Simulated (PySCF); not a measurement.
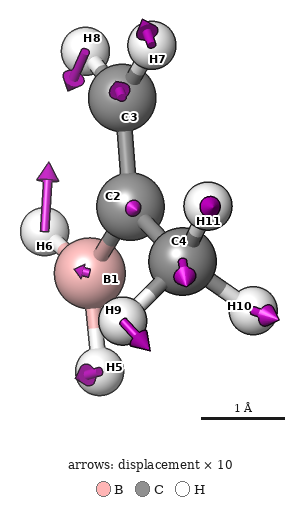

A relaxation of C3H7B. The starting structure is drawn; purple arrows show the displacements, magnified 10 times. The two geometries are superimposed by the best rigid fit.

A ball-and-stick model, seen from a free direction.

The start comes from GFN2-xTB. Its atoms were then displaced at random by about 0.01 Å.

Computed with PySCF 2.14.0, density-fitted response routines, PBE0-D3(BJ)/def2-SVP geometry optimisation, gas phase. 

Describe the change and its energy.

Over 4 geometry steps the energy falls by 2.63 kcal/mol. H6 moves most after the best rigid fit: 0.087 Å. Largest moves by element: H 0.087 Å, C 0.056 Å, B 0.021 Å. Among the contacts that change: B1–H6 1.176 → 1.210 Å, C2–C4 1.473 → 1.504 Å, C2–C3 1.323 → 1.350 Å, C4–H9 1.127 → 1.102 Å. Among the angles between lasting bonds that change: B1–C2–C3 120.5° → 117.3°, H7–C3–H8 113.4° → 116.6°, C3–C2–C4 118.7° → 121.4°.
